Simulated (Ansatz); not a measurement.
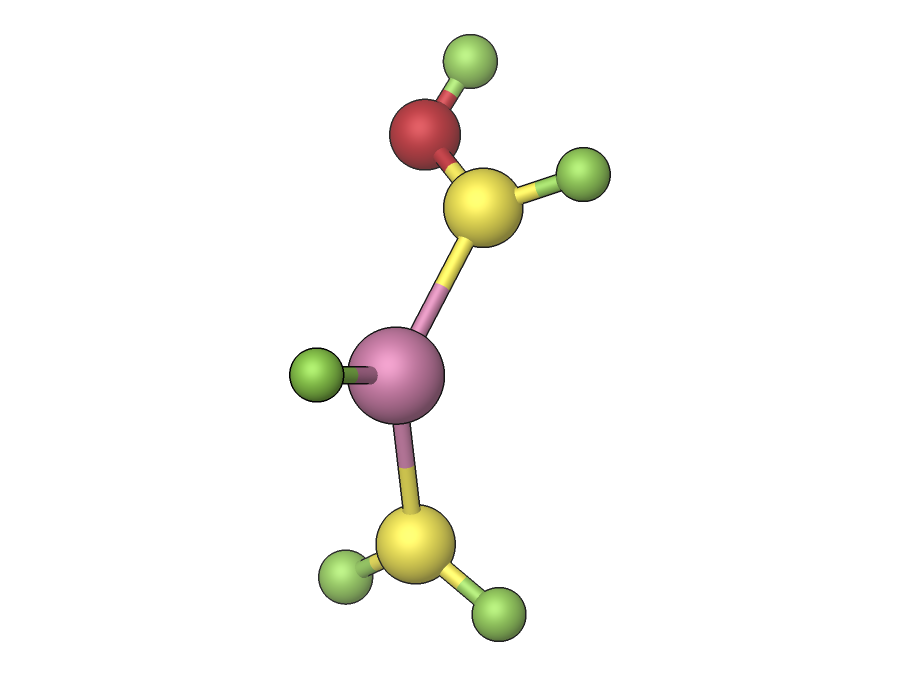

Every bond is drawn as one stick, whatever its order. Colours: boron yellow, aluminium pink, oxygen red, hydrogen green.

The computed structure is the end point of a PBE0-D4/def2-TZVP optimisation.

Question: What is the molecular formula?

Answer: AlB₂H₅O, 9 atoms: 1 aluminium, 2 boron, 5 hydrogen and 1 oxygen.

Question: Name some functional groups or characteristic bonds that it holds.

Answer: Among them: B–H bond.

Question: Which point group does it belong to?

Answer: C1.

More results for the same structure follow; atom numbers are the same in all pictures, views and colours differ.

**Dipole moment**

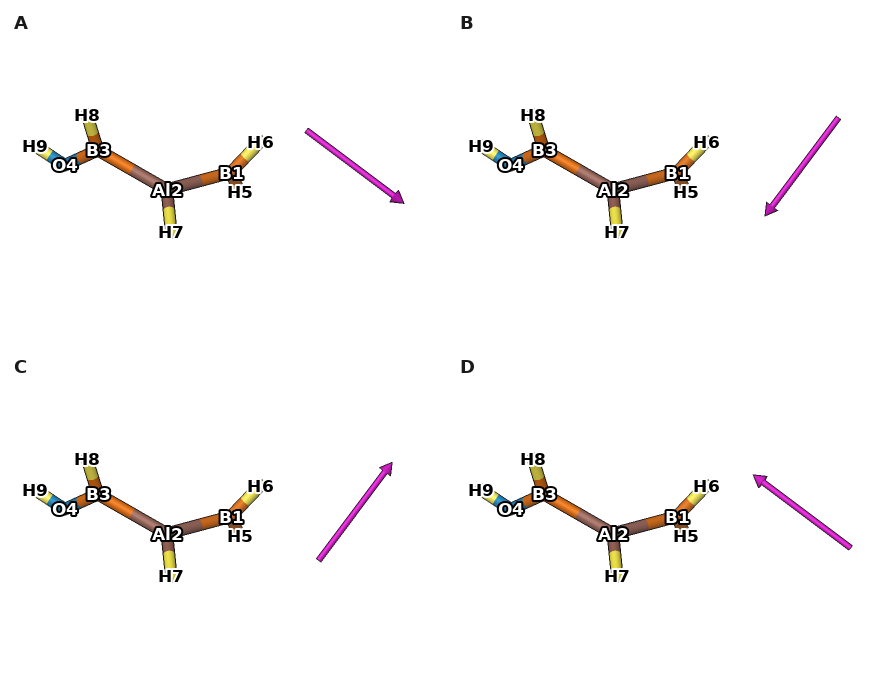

The same molecule four times, each with an arrow. Properties computed with RKS ωB97M-V/def2-TZVPP (Ansatz 0.2.0).

Question: Which arrow points along the dipole moment, from the negative to the positive end?

Answer: D. The dipole moment is 1.96 D; it points from the side of H5 to the side of H9 (the outermost atoms at the two ends).

**Thermal motion**

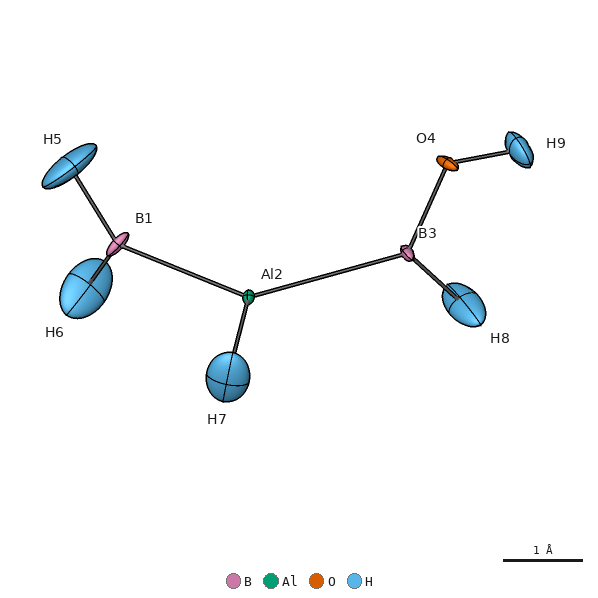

Displacement ellipsoids at the 50 % level, from the internal vibrations of the free molecule (harmonic, no overall translation or rotation; no half-axis is drawn under 0.075 Å). Vibrations computed with RKS PBE0-D4/def2-TZVP (Ansatz 0.2.0). Temperature: 100 K.

List U_eq and the three principal root-mean-square amplitudes for each kind of atom.

```csv
atom,U_eq (Å²),rms amplitudes (Å)
B1,0.0067,"0.041, 0.052, 0.125"
Al2,0.0021,"0.029, 0.036, 0.065"
B3,0.0053,"0.041, 0.056, 0.105"
O4,0.0056,"0.021, 0.054, 0.116"
H5,0.0416,"0.094, 0.193, 0.281"
H6,0.0454,"0.102, 0.186, 0.302"
H7,0.0353,"0.107, 0.179, 0.250"
H8,0.0489,"0.091, 0.140, 0.345"
H9,0.0217,"0.087, 0.142, 0.194"
```

**Vibrations**

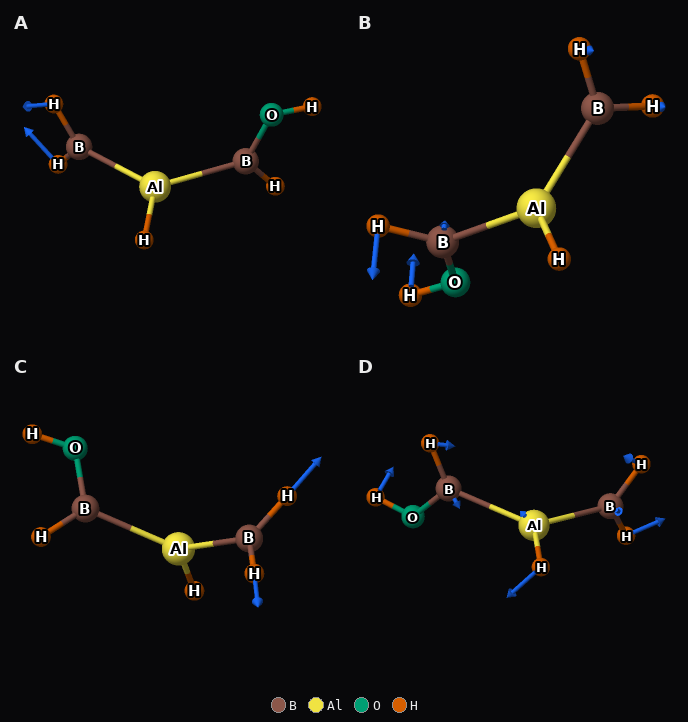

4 normal modes of one molecule or complex, as arrows. Harmonic vibrations computed with RKS PBE0-D4/def2-TZVP (Ansatz 0.2.0) at a stationary point of the same level.

Question: Match the panels to the wavenumbers 577 cm⁻¹, 877 cm⁻¹, 1144 cm⁻¹, 2548 cm⁻¹.

Answer: A: 1144 cm⁻¹, angle bending
B: 877 cm⁻¹, a torsion or out-of-plane motion in which bond lengths and bond angles hardly change
C: 2548 cm⁻¹, in-phase stretching of 2 B–H bonds
D: 577 cm⁻¹

**Electronic properties**

Method: RKS CAM-B3LYP-D4/def2-TZVPP (Ansatz 0.2.0).

Question: What is the HOMO–LUMO gap?

Answer: 6.98 eV.

Question: What is the HOMO energy (Kohn–Sham orbital)?

Answer: −8.00 eV.

Question: Estimate the dispersion correction.

Answer: −10.8 kJ/mol.
